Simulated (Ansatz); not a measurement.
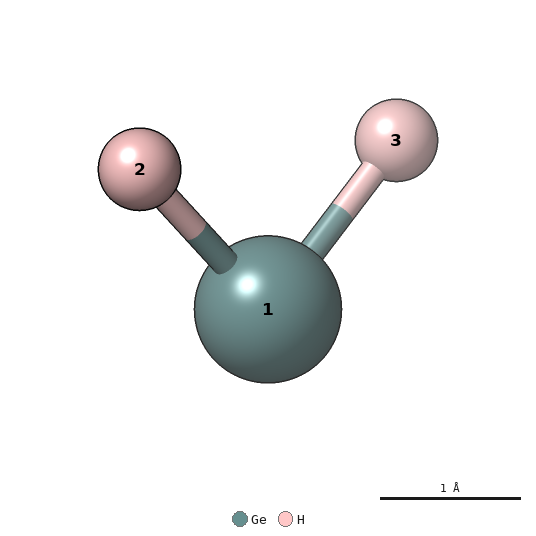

Orthographic view. Depth is shown by fading: the farther an atom, the more it takes the colour of the background. The geometry was computed by an optimisation with PBE0-D4/def2-TZVP.

Give the geometry as a Z-matrix, atoms in numerical order, with these reference atoms: 2 to 1; 3 to 1, 2.

```
Ge 
H    1   1.594
H    1   1.594   2    90.6
```
